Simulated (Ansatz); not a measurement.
# How fast states decay through NaGeI3, part 3 of 3

Wanted: the relaxed cell of NaGeI3, its band edges and its decay constants. It is built by putting Na for Cs, I for Br in the CsGeBr3 structure of space group Cm, with the volume rescaled by atomic radii. The parent structure comes from the Materials Project.

Ansatz 0.2.0; LDA DFT, plane waves, PAW files (the session's first sound run).

So far, gap on path (eV): step 3 (band edges, LDA) 0.758; step 6 (PBEsol) 0.725.

The structure was built from a prototype and need not be the compound's stable phase.

### 7. Complex bands at another level

This step: PBEsol DFT, plane waves, PAW files; complex bands by layer matching along the plane's normal (Ansatz 0.2.0).

The complex bands at that level, over its own gap, at (0, 0) and (-0.5, -0.5).

The input, input.yaml:

```yaml
crystal:
  lattice:
    - [5.928436025, 0.0, 0.0]
    - [0.699539961, 5.887019411, 0.0]
    - [-0.058596383, -0.05204576, 5.737386029]
  atoms:
    - { symbol: Na, position: [0.7628967564, 0.7628967564, 0.5982821529] }
    - { symbol: Ge, position: [0.3964988383, 0.3964988383, 0.1113871323] }
    - { symbol: I, position: [0.424328112, 0.424328112, 0.5992127184] }
    - { symbol: I, position: [0.4675001897, 0.9345761037, 0.0991089982] }
    - { symbol: I, position: [0.9345761037, 0.4675001897, 0.0991089982] }
kpoints:
  mp_grid: { grid: [4, 4, 4] }
scf:
  occupations: { method: fixed }
hamiltonian:
  xc: pbesol
output:
  eigenvalues: true
  transmission:
    leads: [[0, 0]]
    kpoints: [[0.0, 0.0], [-0.5, -0.5]]
    e_range: [-1.0, 1.72]
    de: 0.07
```

On the command line:

```bash
$ ansatz run input.yaml --threads 2 --pin off --max-ram 4096MiB --backend cpu --events-out ev --progress --plain --runs-dir out
```

Numbers of over 12 decimals in the logs are rounded to 6 here.

What it wrote:

```text
[...]
Crystal: 5 atoms, lattice volume = 200.239 Å³
Basis set: ecut = 420 eV, 3897 PW (Γ)
Bands: 45, of which v1, the nominal top of the filled ones, is band 37 counted from 1 (36 counted from 0)
Symmetry: 2 space group operations
[...]
k-points: 24 of 64 (time reversal used)
[...]
SCF iter   1: F=—  HF=-28029.119298 eV  |F-HF|=—  |Δ(HF+E_count)|=         —  Δρ=2.13e-3  dr2=1.00e-2  ethr=1.77e-3  ⟨swp⟩=5.2  Hψ=3604  notcnv=0  defer=121
[...]
SCF iter   8: F=-28029.114169 eV  HF=-28029.114168 eV  |F-HF|=6.96e-8  |Δ(HF+E_count)|=   7.75e-7  Δρ=1.94e-6  dr2=1.70e-8  ethr=1.35e-10  ⟨swp⟩=14.0  Hψ=5049  notcnv=0
SCF 1 converged in 8 iterations: F = -28029.114169 eV  dr2 = 1.70e-8
[...]
transmission: 8 of 16 steps passed
transmission: 16 of 16 steps passed
SCF converged after 8 iterations
Free energy (F): -28029.114169 eV
[...]
Internal energy: -28029.114169 eV  (E = F + TS)
E sigma→0 (E₀):  -28029.114169 eV
Fermi energy:    4.340388 eV
[...]
--- Band table (eV; the first three rows and the last of 24) ---
  k-point 0: bands = [... 33 lower, 2.4731, 2.5147, 2.6389, 3.0018, 6.5094, 7.5096, 8.1856, 8.7280, ... 4 higher]
  k-point 1: bands = [... 33 lower, 2.2970, 2.4877, 2.4932, 3.0100, 7.1622, 7.4718, 7.8074, 9.1118, ... 4 higher]
  k-point 2: bands = [... 33 lower, 2.2379, 2.3450, 3.0188, 3.4493, 5.6364, 7.6203, 8.4402, 8.5942, ... 4 higher]
  k-point 23: bands = [... 33 lower, 3.0882, 3.2972, 3.3721, 4.3404, 5.1147, 5.2944, 5.6475, 7.0687, ... 4 higher]
--- Transmission ---
  basis      : 303 plane waves across, 8 finite elements along
  points     : 2, as listed
[...]
crystal 0  : I3Ge1Na1, at the sites [0, 0], period 5.7374 Å: whole cells are its period
[...]
channels       : 0.000000e0 a spin
[...]
slowest decay  : 0.0595 /Å at (-0.5000, -0.5000)
```

The job ended after 65 s (2 threads of Arm Neoverse V1, shared host; peak memory 1 GiB).

Numbers from this step:

| Quantity | Value |
| --- | --- |
| level to which the leads are filled | 0.3871 eV from the Fermi level |
| decay constant at the filling level, zone centre | 0.1040 Å⁻¹ |
| decay constant at the filling level, slowest listed point | 0.0595 Å⁻¹ |

K parallel (0, 0); values up to 1.5 1/Å, a degenerate pair printed once or twice; energies at which all values exceed this have no row. Im kz of the slowest decaying states against energy, zero at the highest filled level on the SCF mesh:

```csv
energy (eV),decay 1 (Å⁻¹),decay 2 (Å⁻¹),decay 3 (Å⁻¹),decay 4 (Å⁻¹)
-1.000,0.331,0.372,0.720,0.769
-0.790,0.0487,0.348,0.397,0.781
-0.580,0.0791,0.360,0.415,0.789
-0.370,0.0946,0.357,0.379,0.429
-0.230,0.101,0.355,0.388,0.436
-0.020,0.106,0.350,0.398,0.443
0.190,0.107,0.343,0.405,0.449
0.400,0.104,0.334,0.409,0.452
0.610,0.0972,0.322,0.412,0.453
0.820,0.0857,0.308,0.412,0.453
1.030,0.0674,0.290,0.412,0.450
1.170,0.0478,0.276,0.410,0.448
1.380,0.251,0.407,0.443,0.757
1.590,0.220,0.402,0.437,0.747
```

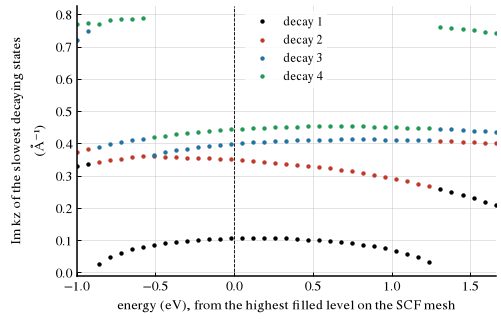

Im kz of the slowest decaying states, plotted against energy.

K parallel (-0.5, -0.5); values up to 1.5 1/Å, a degenerate pair printed once or twice; energies at which all values exceed this have no row. The Im kz of the slowest decaying states by energy, zero at the highest filled level on the SCF mesh:

```csv
energy (eV),decay 1 (Å⁻¹),decay 2 (Å⁻¹),decay 3 (Å⁻¹),decay 4 (Å⁻¹)
-1.0000,0.0693,0.178,0.256,0.426
-0.7200,0.220,0.241,0.428,0.607
-0.5100,0.263,0.264,0.526,0.618
-0.2300,0.276,0.297,0.550,0.611
-0.0200,0.272,0.309,0.545,0.586
0.2600,0.0557,0.246,0.310,0.532
0.4700,0.0592,0.207,0.300,0.519
0.7500,0.0425,0.0713,0.271,0.483
1.0300,0.212,0.433,0.476,0.549
1.2400,0.114,0.377,0.456,0.521
1.5200,0.307,0.423,0.478,0.705
```

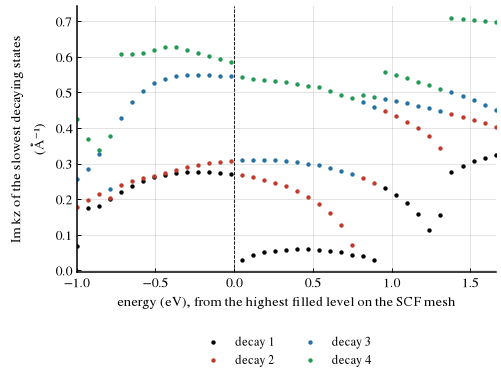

Im kz of the slowest decaying states, plotted against energy.

K parallel (-0.5, -0.5). Table of Re kz of states that move upwards by energy, zero at the highest filled level on the SCF mesh:

```csv
energy (eV),channel 1 (Å⁻¹),channel 2 (Å⁻¹)
-1.0000,-,-
-0.7200,0.136,-
-0.5100,0.356,-
-0.2300,0.454,-
-0.0200,0.518,-
0.2600,-,-
0.4700,-,-
0.7500,-,-
1.0300,-0.525,-0.306
1.2400,-0.491,-0.0929
1.5200,-0.457,-0.320
```

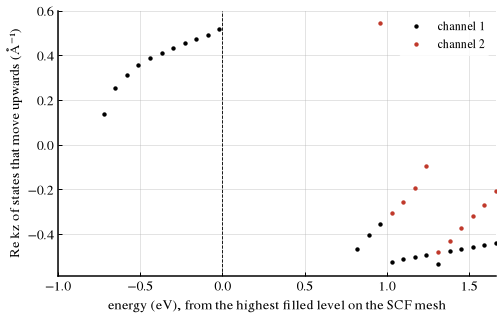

Re kz of states that move upwards against energy.

At the listed wavevectors the last open channel is at -0.02 eV and the next at +0.82 eV on the grid. At +0.40 eV, the grid energy nearest the filling level (the middle of the gap on the SCF mesh), the slowest state at the listed wavevectors decays with κ = 0.0595 Å⁻¹, its amplitude falling by e over 17 Å; the first such run, plane (001), gave 0.0613 Å⁻¹.

### 8. A check of the settings: output.transmission.temperature = 200.0

This step: LDA DFT, plane waves, PAW files; complex bands by layer matching along the plane's normal; changed: output.transmission.temperature = 200.0 (Ansatz 0.2.0).

This run repeats an earlier one, its twin (the complex run, plane (001)), with one setting changed (output.transmission.temperature; files written aside). It is meant to test how the leads' temperature enters. Where the input is shown as a difference, that is against the step before, not the twin.

Changes to input.yaml since step 7:

```diff
@@ -16,3 +16,3 @@
 hamiltonian:
-  xc: pbesol
+  xc: lda
 output:
@@ -22,3 +22,4 @@
     kpoints: [[0.0, 0.0], [-0.5, -0.5]]
-    e_range: [-1.0, 1.72]
+    e_range: [-1.0, 1.76]
     de: 0.07
+    temperature: 200.0
```

What it wrote:

```text
[...]
Crystal: 5 atoms, lattice volume = 200.239 Å³
Basis set: ecut = 420 eV, 3897 PW (Γ)
Bands: 45, of which v1, the nominal top of the filled ones, is band 37 counted from 1 (36 counted from 0)
Symmetry: 2 space group operations
[...]
k-points: 24 of 64 (time reversal used)
[...]
SCF iter   1: F=—  HF=-27752.655171 eV  |F-HF|=—  |Δ(HF+E_count)|=         —  Δρ=4.56e-3  dr2=2.03e-2  ethr=1.77e-3  ⟨swp⟩=5.1  Hψ=3836  notcnv=0  defer=121
[...]
SCF iter   8: F=-27752.647613 eV  HF=-27752.647613 eV  |F-HF|=2.33e-8  |Δ(HF+E_count)|=   5.08e-7  Δρ=2.07e-6  dr2=1.32e-8  ethr=1.35e-10  ⟨swp⟩=14.2  Hψ=5133  notcnv=0
SCF 1 converged in 8 iterations: F = -27752.647613 eV  dr2 = 1.32e-8
[...]
transmission: 8 of 16 steps passed
transmission: 16 of 16 steps passed
SCF converged after 8 iterations
Free energy (F): -27752.647613 eV
[...]
Internal energy: -27752.647613 eV  (E = F + TS)
E sigma→0 (E₀):  -27752.647613 eV
Fermi energy:    4.087347 eV
[...]
--- Band table (eV; the first three rows and the last of 24) ---
  k-point 0: bands = [... 33 lower, 2.2991, 2.3396, 2.4723, 2.8295, 6.1070, 7.2935, 7.9946, 8.4385, ... 4 higher]
  k-point 1: bands = [... 33 lower, 2.1255, 2.3001, 2.3197, 2.8386, 6.7735, 7.2508, 7.5791, 8.8810, ... 4 higher]
  k-point 2: bands = [... 33 lower, 2.0716, 2.1738, 2.8482, 3.2362, 5.4065, 7.4091, 8.0497, 8.2344, ... 4 higher]
  k-point 23: bands = [... 33 lower, 2.9214, 3.1354, 3.2078, 4.0873, 4.8996, 5.0817, 5.4342, 6.6893, ... 4 higher]
--- Transmission ---
  basis      : 303 plane waves across, 8 finite elements along
  points     : 2, as listed
[...]
crystal 0  : I3Ge1Na1, at the sites [0, 0], period 5.7374 Å: whole cells are its period
[...]
channels       : 0.000000e0 a spin
[...]
slowest decay  : 0.0613 /Å at (-0.5000, -0.5000)
```

Run time: 65 s. Hardware: 2 threads; peak memory 1 GiB.

Numbers from this step:

| Quantity | Value |
| --- | --- |
| free energy | -27752.6476 eV |
| Fermi energy | 4.087 eV |
| gap on the k-mesh | 0.8122 eV |
| level to which the leads are filled | 0.4061 eV from the Fermi level |
| decay constant at the filling level, zone centre | 0.1044 Å⁻¹ |
| decay constant at the filling level, slowest listed point | 0.0613 Å⁻¹ |

K parallel (0, 0); values up to 1.5 1/Å, a degenerate pair printed once or twice; energies at which all values exceed this have no row. Table of Im kz of the slowest decaying states by energy, zero at the highest filled level on the SCF mesh:

```csv
energy (eV),decay 1 (Å⁻¹),decay 2 (Å⁻¹),decay 3 (Å⁻¹),decay 4 (Å⁻¹)
-1.0000,0.317,0.357,0.666,0.751
-0.7200,0.0549,0.341,0.392,0.769
-0.5100,0.082,0.341,0.365,0.410
-0.2300,0.0993,0.340,0.386,0.428
-0.0200,0.105,0.335,0.396,0.437
0.2600,0.106,0.326,0.406,0.445
0.4700,0.103,0.315,0.410,0.448
0.7500,0.0915,0.296,0.413,0.449
1.0300,0.0699,0.270,0.413,0.447
1.2400,0.0383,0.246,0.411,0.444
1.5200,0.203,0.407,0.437,0.741
```

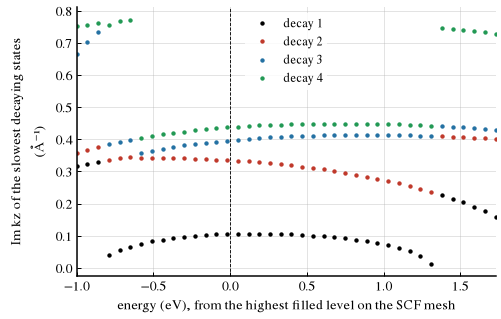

Im kz of the slowest decaying states, plotted against energy.

K parallel (-0.5, -0.5); values up to 1.5 1/Å, a degenerate pair printed once or twice; energies at which all values exceed this have no row. The Im kz of the slowest decaying states by energy, zero at the highest filled level on the SCF mesh:

```csv
energy (eV),decay 1 (Å⁻¹),decay 2 (Å⁻¹),decay 3 (Å⁻¹),decay 4 (Å⁻¹)
-1.0000,0.146,0.240,0.529,0.594
-0.7200,0.193,0.226,0.399,0.593
-0.5100,0.245,0.255,0.505,0.607
-0.2300,0.273,0.286,0.530,0.611
-0.0200,0.272,0.301,0.526,0.585
0.2600,0.0571,0.251,0.307,0.512
0.4700,0.0613,0.217,0.300,0.499
0.7500,0.0475,0.110,0.274,0.479
1.0300,0.222,0.433,0.455,0.548
1.2400,0.140,0.380,0.434,0.520
1.5200,0.296,0.399,0.477,0.703
```

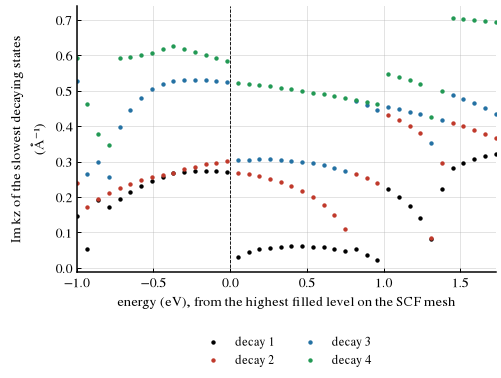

Im kz of the slowest decaying states against energy.

K parallel (-0.5, -0.5). The Re kz of states that move upwards by energy, zero at the highest filled level on the SCF mesh:

```csv
energy (eV),channel 1 (Å⁻¹),channel 2 (Å⁻¹)
-1.00,0.453,-
-0.79,-,-
-0.58,0.301,-
-0.37,0.408,-
-0.16,0.471,-
-0.02,0.517,-
0.05,-,-
0.26,-,-
0.47,-,-
0.68,-,-
0.89,-0.438,-
1.10,-0.518,-0.286
1.31,-0.486,-
1.52,-0.460,-0.350
1.73,-0.437,-0.177
```

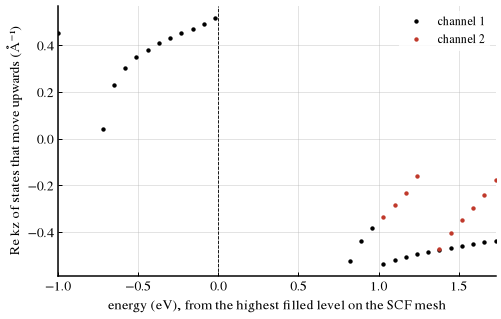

Re kz of states that move upwards, plotted against energy.

The temperature enters the conductance and not T(E) itself. No conductance was computed here for it to change.

### 9. Results

* band gap: 0.758 eV
* least decay constant at mid-gap, normal to (001): 0.0613 Å⁻¹
* least decay constant on a mesh, normal to (001): 0.0611 Å⁻¹
* least decay constant, PBEsol: 0.0595 Å⁻¹

In words: With LDA, the slowest decay at the wavevectors tried is κ = 0.0613 Å⁻¹, normal to (001). Through such a film the transmission near mid-gap falls as exp(−2κd), a factor of ten every 19 Å. A free electron under a barrier of half the gap would need a mass of 0.038 mₑ to decay at this rate. The slowest decay isn't at the zone centre. With PBEsol the gap goes from 0.758 to 0.725 eV and the decay constant, over the first 2 listed wavevectors, from 0.0613 to 0.0595 Å⁻¹. The compound is made up by substitution; its stability against other phases and against distortions of the cell's symmetry was not tested. A semilocal functional narrows gaps, while spin-orbit coupling, left out here, narrows them in compounds of heavy elements, so the error in κ can go either way.

[Logs are printed without paths, hosts, clocks, repeated set-up lines and the standing remarks that a program may print on its own settings, such as how far it seeks lower states.]

[Hosts, paths, dates, database ids (printed as entryN), source tags and the programs' standing remarks are cut or masked in the printed files.]

[New means built here by substitution; the compound itself may be known and measured.]
